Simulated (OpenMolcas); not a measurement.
Run report: InHCl, excited-state calculation (part 3 of 3)

InHCl, multiplicity 2, SMILES [Cl][InH]; FCI/STO-3G, ROHF (OpenMolcas 26.06). The run did not end well. The geometry comes from this level: PBE0-D4/def2-TZVP.

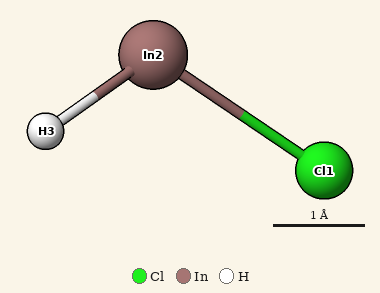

**Figure 1.** The structure as given in the input (ball-and-stick view, seen at a tilt; atoms are numbered from 1 in the order of the input). Sticks mark near contacts.

### What the program printed, continued
```
     1 CL1    1s        -0.0083   -0.0000    0.0039   -0.0049   -0.0000    0.0212   -0.0036
     2 CL1    2s         0.0250    0.0000   -0.0116    0.0146    0.0000   -0.0567    0.0088
     3 CL1    3s        -0.1322   -0.0000    0.0637   -0.0818   -0.0000    0.4308   -0.0831
     4 CL1    2px       -0.1200    0.1309    0.1103    0.0471   -0.0278   -0.1406    0.0175
     5 CL1    3px        0.4265   -0.4831   -0.3991   -0.1859    0.1112    0.6086   -0.0816
     6 CL1    2py       -0.1688    0.0262   -0.2121    0.0403   -0.0056    0.0010    0.0333
     7 CL1    3py        0.6199   -0.0966    0.7864   -0.1606    0.0223   -0.0022   -0.1401
     8 CL1    2pz       -0.0849   -0.2370    0.0375    0.0305    0.0503   -0.0776    0.0133
     9 CL1    3pz        0.3041    0.8747   -0.1335   -0.1205   -0.2014    0.3359   -0.0606
    10 IN2    1s        -0.0002    0.0000    0.0029    0.0130   -0.0000   -0.0086   -0.0060
    11 IN2    2s         0.0008   -0.0000   -0.0087   -0.0383    0.0000    0.0251    0.0169
    12 IN2    3s        -0.0097    0.0000    0.1295    0.7505    0.0000   -0.5760   -0.4662
    13 IN2    4s        -0.0011    0.0000    0.0166    0.0805   -0.0000   -0.0549   -0.0407
    14 IN2    5s         0.0065   -0.0000   -0.0472   -0.1832    0.0000    0.1140    0.0647
    15 IN2    2px        0.0151    0.0034   -0.0115   -0.0079    0.0227   -0.0326    0.0206
    16 IN2    3px       -0.2389   -0.0635    0.1812    0.1658   -0.5017    0.8208   -0.5840
    17 IN2    4px       -0.0386   -0.0088    0.0295    0.0203   -0.0583    0.0837   -0.0530
    18 IN2    5px        0.1106    0.0248   -0.0845   -0.0577    0.1661   -0.2389    0.1504
    19 IN2    2py       -0.0118    0.0007    0.0039   -0.0310    0.0045   -0.0132   -0.0305
    20 IN2    3py        0.1908   -0.0127   -0.0471    0.6342   -0.1004    0.3460    0.8793
    21 IN2    4py        0.0302   -0.0018   -0.0101    0.0796   -0.0117    0.0340    0.0784
    22 IN2    5py       -0.0862    0.0050    0.0293   -0.2275    0.0332   -0.0967   -0.2223
    23 IN2    2pz        0.0070   -0.0062   -0.0059   -0.0078   -0.0411   -0.0194    0.0080
    24 IN2    3pz       -0.1109    0.1149    0.0949    0.1616    0.9083    0.4916   -0.2254
    25 IN2    4pz       -0.0180    0.0158    0.0152    0.0200    0.1055    0.0500   -0.0206
    26 IN2    5pz        0.0515   -0.0449   -0.0434   -0.0570   -0.3007   -0.1426    0.0585
    27 IN2    3d2-       0.0173    0.0032   -0.0506    0.0191   -0.0004   -0.0047   -0.0349
    28 IN2    4d2-      -0.0481   -0.0089    0.1407   -0.0532    0.0012    0.0132    0.0987
    29 IN2    3d1-       0.0031   -0.0001   -0.0225    0.0062    0.0000   -0.0007   -0.0119
    30 IN2    4d1-      -0.0087    0.0003    0.0625   -0.0173   -0.0001    0.0019    0.0336
    31 IN2    3d0        0.0124   -0.0210   -0.0153    0.0165    0.0029   -0.0119   -0.0225
    32 IN2    4d0       -0.0343    0.0582    0.0426   -0.0460   -0.0081    0.0335    0.0636
    33 IN2    3d1+       0.0276   -0.0149   -0.0164   -0.0182    0.0021    0.0325    0.0020
    34 IN2    4d1+      -0.0768    0.0415    0.0457    0.0507   -0.0057   -0.0915   -0.0057
    35 IN2    3d2+       0.0523    0.0118   -0.0346    0.0012   -0.0016    0.0213   -0.0281
    36 IN2    4d2+      -0.1454   -0.0327    0.0963   -0.0034    0.0045   -0.0600    0.0796
    37 H3     1s        -0.2891    0.0000    0.3031   -0.2634    0.0000    0.2147    0.9962
--

      Von Neumann Entropy (Root   1) =  0.76550

      Mulliken population analysis for root number:  1
      -----------------------------------------------

++    Molecular charges:
      ------------------

      Mulliken charges per centre and basis function type
      ---------------------------------------------------

                CL1     IN2     H3
      1s       2.0000  2.0000  1.1543
      2s       1.9991  1.9998  0.0000
      2px      1.9943  2.0001  0.0000
      2pz      1.9974  2.0001  0.0000
      2py      1.9994  2.0001  0.0000
      3s       1.9906  1.2390  0.0000
      3px      1.6667  0.3802  0.0000
      3pz      1.8420  0.1886  0.0000
      3py      1.9626  0.6735  0.0000
      4s       0.0000  1.9989  0.0000
      3d2+     0.0000  1.9995  0.0000
      3d1+     0.0000  1.9995  0.0000
      3d0      0.0000  1.9997  0.0000
      3d1-     0.0000  1.9999  0.0000
      3d2-     0.0000  1.9995  0.0000
      4px      0.0000  1.9980  0.0000
      4pz      0.0000  1.9978  0.0000
      4py      0.0000  1.9984  0.0000
      5s       0.0000  2.0058  0.0000
      4d2+     0.0000  1.9855  0.0000
      4d1+     0.0000  1.9846  0.0000
      4d0      0.0000  1.9901  0.0000
      4d1-     0.0000  1.9979  0.0000
      4d2-     0.0000  1.9830  0.0000
      5px      0.0000  1.9916  0.0000
      5pz      0.0000  1.9887  0.0000
      5py      0.0000  1.9939  0.0000
      Total   17.4521 48.3936  1.1543

      N-E     -0.4521  0.6064 -0.1543

      Total electronic charge=   67.000000

      Total            charge=   -0.000000
--

      Expectation values of various properties for root number:  1
      -----------------------------------------------------------

++    Molecular properties:
      ---------------------

      Charge (e):
                      =   -0.0000
      Dipole Moment (debye):
      Origin of the operator (angstrom)=   -0.0623    0.4983    0.0206
                   X=  3.0623E+00               Y=  1.0772E+00               Z=  1.8104E+00           Total=  3.7170E+00
      Quadrupole Moment (debye*angstrom):
      Origin of the operator (angstrom)=   -0.0623    0.4983    0.0206
                  XX= -3.9251E+01              XY=  1.2147E+00              XZ= -4.6984E+00              YY= -3.4947E+01
                  YZ=  1.7965E-01              ZZ= -3.3076E+01
      In traceless form (debye*angstrom)
                  XX= -5.2389E+00              XY=  1.8220E+00              XZ= -7.0476E+00              YY=  1.2163E+00
                  YZ=  2.6947E-01              ZZ=  4.0226E+00
--

      Mulliken spin population analysis for root number:  1
      ---------------------------------------------------

++    Molecular charges:
      ------------------

      Mulliken spin population per centre and basis function type
      ---------------------------------------------------

                CL1     IN2     H3
      1s       0.0000  0.0000  0.1292
      2s       0.0000  0.0001  0.0000
      2px      0.0003 -0.0000  0.0000
      2pz      0.0001 -0.0000  0.0000
      2py      0.0003 -0.0000  0.0000
      3s       0.0007  0.3503  0.0000
      3px      0.0187  0.0355  0.0000
      3pz      0.0037  0.0354  0.0000
      3py      0.0197  0.3984  0.0000
      4s       0.0000  0.0004  0.0000
      3d2+     0.0000 -0.0000  0.0000
      3d1+     0.0000  0.0001  0.0000
      3d0      0.0000  0.0001  0.0000
      3d1-     0.0000  0.0000  0.0000
      3d2-     0.0000  0.0001  0.0000
      4px      0.0000  0.0000  0.0000
      4pz      0.0000  0.0000  0.0000
      4py      0.0000  0.0005  0.0000
      5s       0.0000 -0.0024  0.0000
      4d2+     0.0000 -0.0014  0.0000
      4d1+     0.0000  0.0020  0.0000
      4d0      0.0000  0.0021  0.0000
      4d1-     0.0000  0.0003  0.0000
      4d2-     0.0000  0.0026  0.0000
      5px      0.0000  0.0002  0.0000
      5pz      0.0000  0.0002  0.0000
      5py      0.0000  0.0028  0.0000
      Total    0.0434  0.8274  0.1292

      Total electronic spin=    1.000000
--

      Von Neumann Entropy (Root   2) =  0.92794

      Mulliken population analysis for root number:  2
      -----------------------------------------------

++    Molecular charges:
      ------------------

      Mulliken charges per centre and basis function type
      ---------------------------------------------------

                CL1     IN2     H3
      1s       2.0000  2.0000  1.0653
      2s       1.9991  1.9997  0.0000
      2px      1.9940  2.0001  0.0000
      2pz      1.9978  2.0000  0.0000
      2py      1.9986  2.0001  0.0000
      3s       1.9912  0.9801  0.0000
      3px      1.6432  0.5809  0.0000
      3pz      1.8625  0.8683  0.0000
      3py      1.8972  0.2248  0.0000
      4s       0.0000  1.9986  0.0000
      3d2+     0.0000  1.9995  0.0000
      3d1+     0.0000  1.9994  0.0000
      3d0      0.0000  1.9996  0.0000
      3d1-     0.0000  1.9999  0.0000
      3d2-     0.0000  1.9992  0.0000
      4px      0.0000  1.9982  0.0000
      4pz      0.0000  1.9986  0.0000
      4py      0.0000  1.9978  0.0000
      5s       0.0000  2.0076  0.0000
      4d2+     0.0000  1.9856  0.0000
      4d1+     0.0000  1.9794  0.0000
      4d0      0.0000  1.9866  0.0000
      4d1-     0.0000  1.9964  0.0000
      4d2-     0.0000  1.9738  0.0000
      5px      0.0000  1.9929  0.0000
      5pz      0.0000  1.9931  0.0000
      5py      0.0000  1.9908  0.0000
      Total   17.3836 48.5511  1.0653

      N-E     -0.3836  0.4489 -0.0653

      Total electronic charge=   67.000000

      Total            charge=   -0.000000
--

      Expectation values of various properties for root number:  2
      -----------------------------------------------------------

++    Molecular properties:
      ---------------------

      Charge (e):
                      =   -0.0000
      Dipole Moment (debye):
      Origin of the operator (angstrom)=   -0.0623    0.4983    0.0206
                   X=  3.2735E+00               Y=  2.3904E+00               Z=  2.0722E+00           Total=  4.5523E+00
      Quadrupole Moment (debye*angstrom):
      Origin of the operator (angstrom)=   -0.0623    0.4983    0.0206
                  XX= -3.8169E+01              XY=  1.7661E+00              XZ= -1.8135E+00              YY= -3.1431E+01
                  YZ=  1.3181E+00              ZZ= -3.5389E+01
      In traceless form (debye*angstrom)
                  XX= -4.7592E+00              XY=  2.6491E+00              XZ= -2.7202E+00              YY=  5.3475E+00
                  YZ=  1.9772E+00              ZZ= -5.8827E-01
--

      Mulliken spin population analysis for root number:  2
      ---------------------------------------------------

++    Molecular charges:
      ------------------

      Mulliken spin population per centre and basis function type
      ---------------------------------------------------

                CL1     IN2     H3
      1s       0.0000  0.0000 -0.1230
      2s       0.0000  0.0000  0.0000
      2px     -0.0002 -0.0000  0.0000
      2pz      0.0002 -0.0000  0.0000
      2py     -0.0002 -0.0000  0.0000
      3s      -0.0006  0.1848  0.0000
      3px     -0.0235  0.2504  0.0000
      3pz      0.0070  0.7095  0.0000
      3py     -0.0171  0.0160  0.0000
      4s       0.0000  0.0002  0.0000
      3d2+     0.0000 -0.0000  0.0000
      3d1+     0.0000 -0.0001  0.0000
      3d0      0.0000 -0.0001  0.0000
      3d1-     0.0000 -0.0000  0.0000
      3d2-     0.0000 -0.0001  0.0000
      4px      0.0000  0.0003  0.0000
      4pz      0.0000  0.0008  0.0000
      4py      0.0000  0.0000  0.0000
      5s       0.0000 -0.0012  0.0000
      4d2+     0.0000 -0.0009  0.0000
      4d1+     0.0000 -0.0028  0.0000
      4d0      0.0000 -0.0019  0.0000
      4d1-     0.0000 -0.0003  0.0000
      4d2-     0.0000 -0.0035  0.0000
      5px      0.0000  0.0016  0.0000
      5pz      0.0000  0.0047  0.0000
      5py      0.0000 -0.0000  0.0000
      Total   -0.0344  1.1575 -0.1230

      Total electronic spin=    1.000000
--

      Von Neumann Entropy (Root   3) =  1.21697

      Mulliken population analysis for root number:  3
      -----------------------------------------------

++    Molecular charges:
      ------------------

      Mulliken charges per centre and basis function type
      ---------------------------------------------------

                CL1     IN2     H3
      1s       2.0000  2.0000  1.0942
      2s       1.9992  1.9999  0.0000
      2px      1.9937  2.0001  0.0000
      2pz      1.9977  2.0001  0.0000
      2py      1.9979  2.0000  0.0000
      3s       1.9955  1.6244  0.0000
      3px      1.5945  0.2688  0.0000
      3pz      1.8565  0.2042  0.0000
      3py      1.8277  0.7692  0.0000
      4s       0.0000  1.9994  0.0000
      3d2+     0.0000  1.9981  0.0000
      3d1+     0.0000  1.9994  0.0000
      3d0      0.0000  1.9995  0.0000
      3d1-     0.0000  1.9997  0.0000
      3d2-     0.0000  1.9979  0.0000
      4px      0.0000  1.9978  0.0000
      4pz      0.0000  1.9978  0.0000
      4py      0.0000  1.9985  0.0000
      5s       0.0000  2.0031  0.0000
      4d2+     0.0000  1.9341  0.0000
      4d1+     0.0000  1.9779  0.0000
      4d0      0.0000  1.9843  0.0000
      4d1-     0.0000  1.9883  0.0000
      4d2-     0.0000  1.9267  0.0000
      5px      0.0000  1.9906  0.0000
      5pz      0.0000  1.9887  0.0000
      5py      0.0000  1.9947  0.0000
      Total   17.2627 48.6432  1.0942

      N-E     -0.2627  0.3568 -0.0942

      Total electronic charge=   67.000000

      Total            charge=   -0.000000
--

      Expectation values of various properties for root number:  3
      -----------------------------------------------------------

++    Molecular properties:
      ---------------------

      Charge (e):
                      =   -0.0000
      Dipole Moment (debye):
      Origin of the operator (angstrom)=   -0.0623    0.4983    0.0206
                   X=  1.4565E+00               Y= -1.8849E+00               Z=  5.9623E-01           Total=  2.4555E+00
      Quadrupole Moment (debye*angstrom):
      Origin of the operator (angstrom)=   -0.0623    0.4983    0.0206
                  XX= -3.6709E+01              XY= -1.3998E+00              XZ= -2.6842E+00              YY= -3.5937E+01
                  YZ= -1.1940E+00              ZZ= -3.3744E+01
      In traceless form (debye*angstrom)
                  XX= -1.8684E+00              XY= -2.0997E+00              XZ= -4.0263E+00              YY= -7.1108E-01
                  YZ= -1.7909E+00              ZZ=  2.5795E+00
--

      Mulliken spin population analysis for root number:  3
      ---------------------------------------------------

++    Molecular charges:
      ------------------

      Mulliken spin population per centre and basis function type
      ---------------------------------------------------

                CL1     IN2     H3
      1s       0.0000  0.0000  0.3411
      2s       0.0000  0.0000  0.0000
      2px      0.0021 -0.0000  0.0000
      2pz      0.0004 -0.0000  0.0000
      2py      0.0016  0.0000  0.0000
      3s       0.0014  0.0946  0.0000
      3px      0.1803  0.0780  0.0000
      3pz      0.0369  0.0179  0.0000
      3py      0.1457 -0.0491  0.0000
      4s       0.0000  0.0001  0.0000
      3d2+     0.0000  0.0015  0.0000
      3d1+     0.0000  0.0003  0.0000
      3d0      0.0000  0.0003  0.0000
      3d1-     0.0000  0.0003  0.0000
      3d2-     0.0000  0.0017  0.0000
      4px      0.0000  0.0001  0.0000
      4pz      0.0000  0.0000  0.0000
      4py      0.0000 -0.0000  0.0000
      5s       0.0000 -0.0007  0.0000
      4d2+     0.0000  0.0530  0.0000
      4d1+     0.0000  0.0108  0.0000
      4d0      0.0000  0.0092  0.0000
      4d1-     0.0000  0.0102  0.0000
      4d2-     0.0000  0.0615  0.0000
      5px      0.0000  0.0007  0.0000
      5pz      0.0000  0.0002  0.0000
      5py      0.0000 -0.0001  0.0000
      Total    0.3685  0.2904  0.3411

      Total electronic spin=    1.000000
--

      Average orbitals are written to the RASORB file
      Natural orbitals for root   1 are written to the RASORB.1 file
      Natural orbitals for root   2 are written to the RASORB.2 file
      Natural orbitals for root   3 are written to the RASORB.3 file
      Spin density orbitals for root   1 are written to the SPDORB.1 file
      Spin density orbitals for root   2 are written to the SPDORB.2 file
      Spin density orbitals for root   3 are written to the SPDORB.3 file

--- Stop Module: rasscf /rc=_RC_ALL_IS_WELL_ ---
           step3.SpdOrb.1 step3.SpdOrb.2 step3.SpdOrb.3 xmldump
--- Module rasscf spent 4 minutes 25 seconds ---

--- Start Module: rassi ---

                                               &RASSI

                       available to each process: 1.9 GB of memory, 1 thread

      ********************************************************************************
      *                             General data section                             *
      ********************************************************************************

   Specific data for JOBIPH file JOBIPH
   -------------------------------------

   Header from SEWARD:

   CASSCF title (first line only):
       (No title given)

  STATE IRREP:                1
  SPIN MULTIPLICITY:          2
  ACTIVE ELECTRONS:          21
  MAX RAS1 HOLES:             0
  MAX RAS3 ELECTRONS:         0
  NR OF CONFIG:          182182

   The following data are common to all the states:
   ------------------------------------------------
   (note: frozen counts as inactive, deleted as secondary)

      Nr of irreps: 1

                 Total     No./Irrep
      Irrep                  1
                             a

      INACTIVE      23      23
      ACTIVE        14      14
      SECONDARY      0       0
      BASIS         37      37

      RAS1           0       0
      RAS2          14      14
      RAS3           0       0

        MATRIX ELEMENTS WILL BE COMPUTED FOR THE FOLLOWING ONE-ELECTRON OPERATORS, UNLESS ZERO BY SYMMETRY.
   (Herm=Hermitian, Anti=Antihermitian, Sing=Singlet operator, Trip=Triplet operator)
     MLTPL  0   1 (HERMSING)     MLTPL  1   1 (HERMSING)     MLTPL  1   2 (HERMSING)
     MLTPL  1   3 (HERMSING)     MLTPL  2   1 (HERMSING)     MLTPL  2   2 (HERMSING)
     MLTPL  2   3 (HERMSING)     MLTPL  2   4 (HERMSING)     MLTPL  2   5 (HERMSING)
     MLTPL  2   6 (HERMSING)     VELOCITY   1 (ANTISING)     VELOCITY   2 (ANTISING)
     VELOCITY   3 (ANTISING)     ANGMOM     1 (ANTISING)     ANGMOM     2 (ANTISING)
     ANGMOM     3 (ANTISING)     MLTPV  2   1 (ANTISING)     MLTPV  2   2 (ANTISING)
     MLTPV  2   3 (ANTISING)     MLTPV  2   4 (ANTISING)     MLTPV  2   5 (ANTISING)
     MLTPV  2   6 (ANTISING)

       EIGENSTATES OF A SPIN-FREE HAMILTONIAN WILL BE COMPUTED BASED ON:

  A Hamiltonian matrix computed by RASSI.

  Nr of states:                    3

   State:        1   2   3
  JobIph:        1   1   1
 Root nr:        1   2   3
```

This output came from the following input.

### Input
```
&GATEWAY
Coord
3
angstrom
Cl      -1.649800       0.396800      -0.867400
In       0.409500       0.542400       0.286100
H        1.229400      -1.003900       0.568100
Basis
STO-3G
Group
NoSym
RICD
&SEWARD
&RASSCF
FileOrb
$CurrDir/step1.RasOrb
Spin
2
Nactel
21 0 0
Inactive
23
Ras2
14
CIRoot
3 3 1
OrbListing
NoCore
CIOnly
&RASSI
NrOfJobIphs
1 all
```

Run as:
```bash
export MOLCAS_MEM=1860
pymolcas step3.inp > step3.log
```

### Outcome

```csv
quantity,value
outcome,stopped at the time limit
basis functions,37
hardware,"1 thread of AMD EPYC (Zen 3), 128 GiB of memory available, shared host"
wall time,14 min (CPU time 4.4 min; the host was busy)
peak memory,0.19 GiB
```

### What went wrong

The run was cut off by its time limit, so the output is incomplete.
